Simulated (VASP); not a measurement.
Band structure of PbI2. These are PBE GGA, VASP's PBE PAW potentials (set 64) (plane waves; VASP 6.6.1) values and carry that method's errors.

The cell holds a wide vacuum, so values per volume refer to the whole cell. Unless said otherwise, spin-orbit coupling is left out, though it shifts the bands of the heavy elements here.

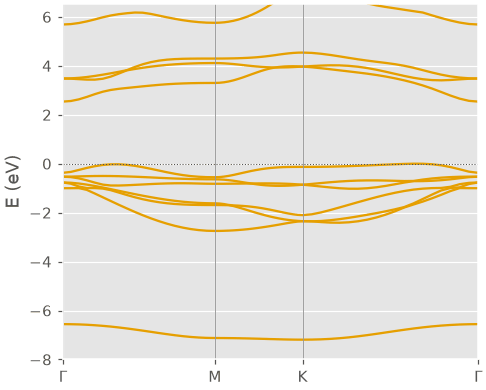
Bands along high-symmetry lines, zero at the valence-band maximum or, without a gap, the Fermi level

Q: Read the plot: is there a gap, and where are the band edges?

A: The gap is indirect, 2.54 eV, from the valence maximum at K-Γ at 0.63 to the conduction minimum at Γ.

The cell is a sheet with vacuum, built from a generated structure.
